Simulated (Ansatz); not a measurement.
# Hypothetical diamond Tl, pressure series

Start from Tl in the diamond structure (space group Fd-3m, No. 227; a = 7.1165 Å; a hypothetical phase, not in the database extracts checked).

Cell and atoms are relaxed at each pressure.

Computed with Ansatz (a program for electronic structure) PBE, no SOC.

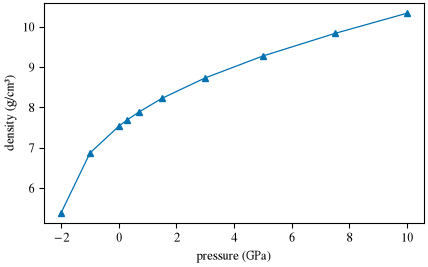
Figure: Density against pressure

**Question.** From the plot, what is the density for pressure 10 GPa?

**Answer.** About 10.3 g/cm³.

**Question.** Is the trend monotonic over the range shown?

**Answer.** Yes, it rises throughout, spanning 5.39 g/cm³ to 10.33 g/cm³.

Load acts through the strain it causes; cell and atoms are relaxed under it. No phonon test of stability was made. Competing high-pressure phases were not computed.
